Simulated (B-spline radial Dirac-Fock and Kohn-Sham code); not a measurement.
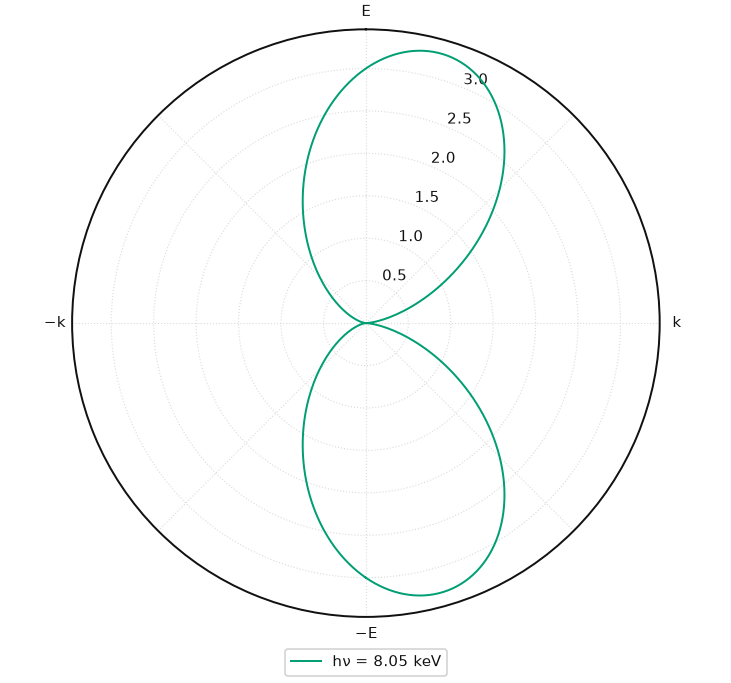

Angular distribution of photoelectrons from L1 (2s) in the plane of the polarisation E (up) and the photon direction k (right), relative to an isotropic one. System: atomic C. Level of theory: a Dirac–Hartree–Slater potential; 1 + βP₂(cos θ) + (δ + γ cos²θ) sin θ cos φ with E1 and E1–E2 terms; calculated with a radial B-spline solver. Open shells are averaged over j.

> What are β, γ and δ at 8.05 keV?

β = 2.000, γ = 2.059, δ = 0.000.

> Is the pattern at 8.05 keV symmetric between forward and backward?

No: 45° forward of E it is 2.9 times the value 45° backward, from the non-dipole terms.
